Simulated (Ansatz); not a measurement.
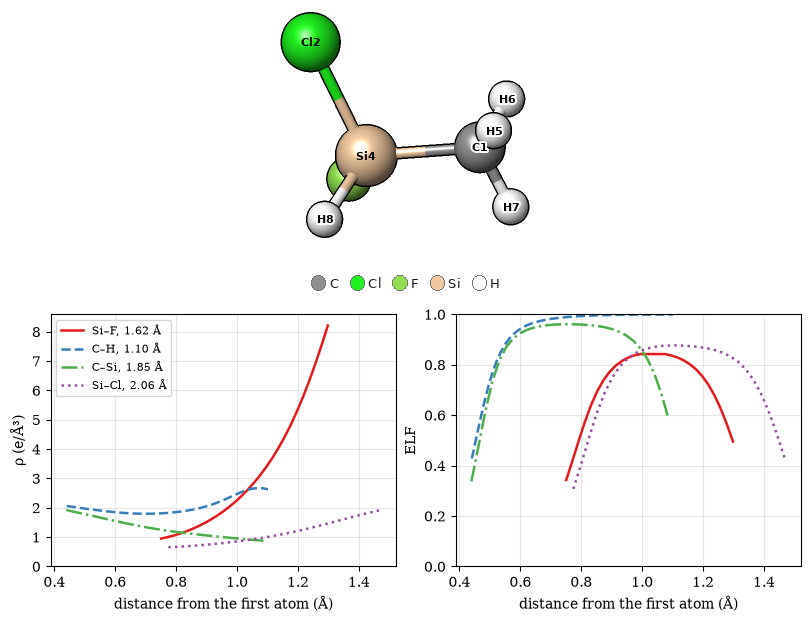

Figure. CH$_{4}$ClFSi. Electron density and ELF along straight lines between neighbouring atoms. The curves leave out the atomic cores. The structure is drawn too.

Geometry: r2SCAN-D4/def2-SVP.

All numbers below come from Ansatz, isolated molecule in a Gaussian basis; Kohn-Sham density functional theory, functional PBE0.

```xyz
8

C     1.1156   -0.6163   -1.2347
Cl   -1.1487    0.9139   -2.9067
F    -1.5628   -1.5371   -1.2580
Si   -0.6803   -0.1763   -1.2177
H     1.7412    0.2899   -1.2220
H     1.3618   -1.1901   -2.1420
H     1.3746   -1.2286   -0.3560
H    -1.1103    0.5984   -0.0292
```

What can be read from the curves?

Si–F (1.62 Å): ρ at the midpoint is about 1.1 e/Å³; the ELF peaks at about 0.85 in the valence shell of F, 0.6 Å from its nucleus, and is about 0.55 at the midpoint.
C–H (1.10 Å): ρ is about 1.9 e/Å³ halfway; the ELF climbs to about 1 towards the hydrogen, as it does in any bond to H: an ordinary covalent bond to hydrogen.
C–Si (1.85 Å): ρ at the midpoint is about 1 e/Å³; the ELF peaks at about 0.95 between the atoms: a shared electron pair.
Si–Cl (2.06 Å): ρ at the midpoint is about 0.9 e/Å³; the ELF peaks at about 0.90 between the atoms (a polar covalent bond).
